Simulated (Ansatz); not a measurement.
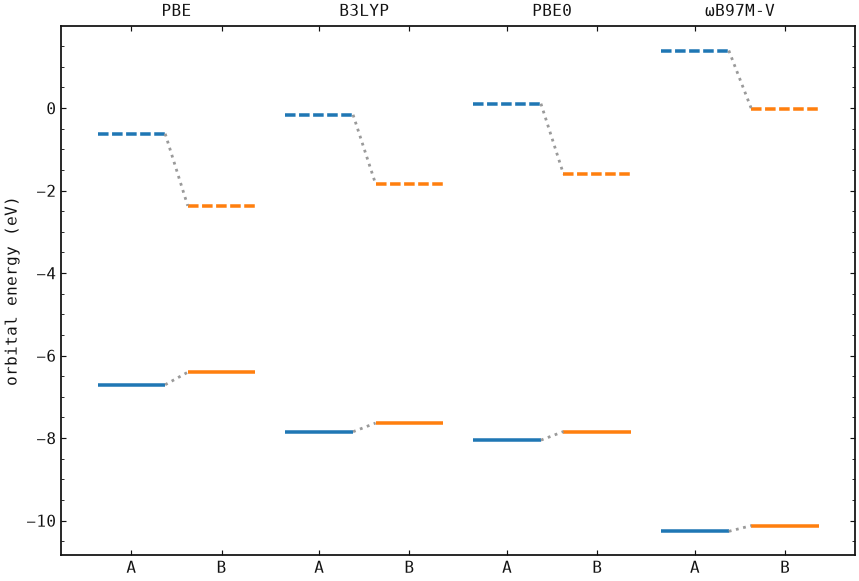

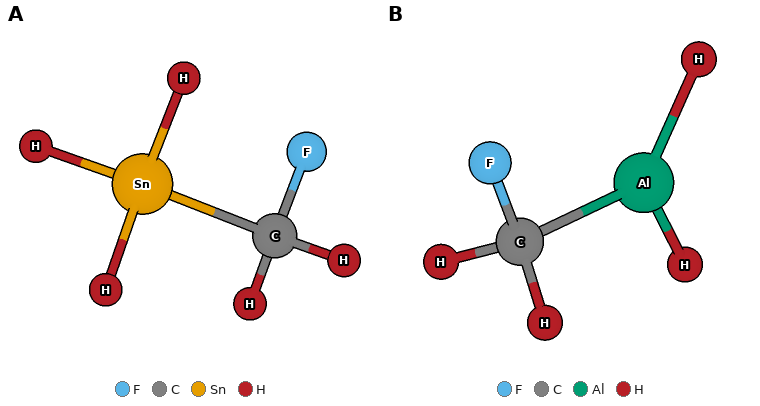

One change: A, CH₅FSn (SMILES F[CH2][SnH3]), becomes B, CH₄AlF (SMILES F[CH2][AlH2]). SnH₃ on C is replaced by AlH₂. HOMO (solid) and LUMO (dashed) computed in def2-TZVPP at PBE0-D4/def2-TZVP geometries, both minima by their frequencies, gas phase, the Ansatz code. Empty levels above zero depend strongly on the basis.

What does the change do to HOMO and LUMO?

Answer. PBE: the HOMO rises by 0.30 eV, the LUMO falls by 1.75 eV, and the separation goes from 6.09 to 4.03 eV. B3LYP: the HOMO rises by 0.21 eV, the LUMO falls by 1.68 eV, and the separation goes from 7.68 to 5.80 eV. PBE0: the HOMO rises by 0.21 eV, the LUMO falls by 1.71 eV, and the separation goes from 8.16 to 6.24 eV. ωB97M-V: the HOMO rises by 0.14 eV, the LUMO falls by 1.41 eV, and the separation goes from 11.66 to 10.11 eV.

Do the functionals agree on the effect?

Answer. They agree on the direction for both levels; the HOMO shift lies between 0.14 and 0.30 eV and the LUMO shift between −1.75 and −1.41 eV, while the separations themselves differ by up to 6.1 eV between functionals.

Note: core potentials past krypton; spin-orbit coupling is left out, and with Sn it can shift these values.
